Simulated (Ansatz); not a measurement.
**TiB2: x(Hf) = 0.25, 12 atoms, Pmmm**

The parent structure is TiB2 (space group P6/mmm, No. 191; a = 3.025 Å, c = 3.224 Å).

The other end (x = 1) is HfB$_{2}$ (space group P6/mmm, No. 191): 9.88 Å³/atom, gap zero.

It is then changed as follows: Hf replaces 25.0 % of the Ti, ordered in a cell of 12 atoms (starting symmetry Pmmm) and fully relaxed.

Calculations: r2SCAN (Ansatz, a first-principles code), spin-orbit coupling left out, earlier PAW set. Γ-centred 15×14×5 mesh, Fermi–Dirac width 0.05 eV, for the changed cell.

The volume per atom rises by 0.378 Å³, from 8.52 Å³ to 8.89 Å³ and the density rises by 1.84 g/cm³ (4.52 g/cm³ → 6.36 g/cm³). The shortest interatomic distance falls by 0.007 Å, from 1.746 Å to 1.739 Å and the band gap stays zero. The mixing energy amounts to +0.02 eV/atom (to 0.01 eV only: unlike meshes or grids) and the deviation of the volume from the linear (Vegard-type) interpolation is +0.4 %.

Final structure:

```xyz
12
Lattice="3.0574 0.0000 0.0000 0.0000 3.2996 0.0000 0.0000 0.0000 10.5792" Properties=species:S:1:pos:R:3 pbc="T T T"
Ti     0.0000     0.0000     7.8941
Ti     1.5287     0.0000     5.2896
Ti     0.0000     0.0000     2.6851
Hf     1.5287     0.0000     0.0000
B      0.0000     1.6498     6.1599
B      1.5287     1.6498     3.5536
B      0.0000     1.6498     0.9287
B      1.5287     1.6498     8.7649
B      1.5287     1.6498     7.0256
B      0.0000     1.6498     4.4193
B      1.5287     1.6498     1.8143
B      0.0000     1.6498     9.6505
```

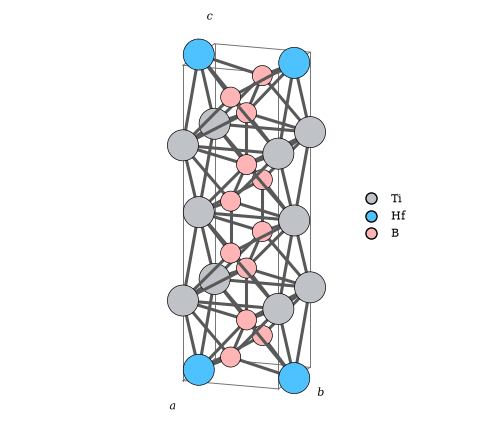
Figure. The relaxed conventional cell after the change

Cost of the whole job for the changed cell (relaxation, final SCF and bands): around 23 core-minutes (rough).

Each cell is one ordered arrangement of few atoms, which overstates ordering effects compared with a random alloy. Stability against distortions was not tested. All final runs are without spin polarisation.
